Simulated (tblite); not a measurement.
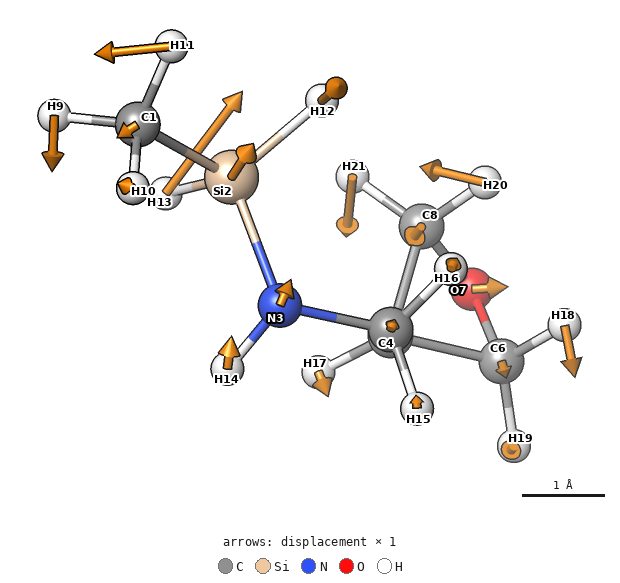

A relaxation of C$_{5}$H$_{13}$NOSi. The starting structure is drawn; orange arrows show the displacements, at their true length. The two geometries are superimposed by the best rigid fit.

Style: ball-and-stick. Shown from a free direction.

These are results of tblite 0.8.0, GFN2-xTB geometry optimisation, gas phase, not measurements. 

> Atoms of which element are displaced furthest, and by how much?

Hydrogen: up to 1.63 Å, against 0.71 Å for silicon.

> Describe the change and its energy.

After 154 geometry steps the energy has fallen by 1.335 eV. An H atom moves most after the best rigid fit: 1.63 Å. By element the largest moves are H 1.63 Å, Si 0.71 Å, C 0.50 Å, O 0.47 Å, N 0.37 Å. Near-neighbour distances that change, for instance: N–Si 1.772 → 1.720 Å, H–N 1.044 → 1.009 Å, C–H 1.118 → 1.085 Å, C–O 1.395 → 1.428 Å. Among the angles between lasting bonds that change: Si–N–C 112.8° → 124.4°, C–C–H 107.1° → 114.9°, C–C–H 117.0° → 109.8°. Groups turn about C–Si by about 55°, C–O by about 40°, C–O by about 35°.
